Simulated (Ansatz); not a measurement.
A computed series for Cu2O: carrier doping

The parent structure is Cu2O (space group Pn-3m, No. 224; a = 4.2458 Å).

Carriers are added at fixed cell with a uniform background; the Fermi–Dirac width is that of 300 K.

All numbers come from r2SCAN, PAW, 500 eV (Ansatz, a program for electronic structure; scalar-relativistic without spin-orbit coupling).

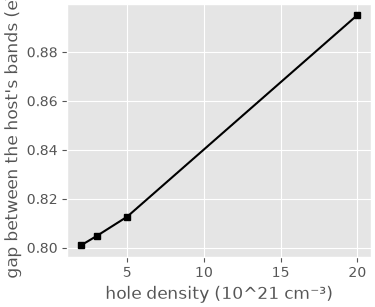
Gap between the host's bands against hole density

Problem. From the plot, what is the gap between the host's bands for holes 2.0×10^22 cm⁻³?

Solution. About 0.90 eV.

Problem. Is the trend monotonic over the range shown?

Solution. Yes, it rises throughout, spanning 0.80 eV to 0.90 eV.

Charged cell with a jellium background: band edges are those of the host's band count, energies are not comparable with the neutral cell, and many-body gap narrowing is missing. Whether these cells are dynamically stable was not tested. No Hubbard U is applied. All final runs are without spin polarisation.
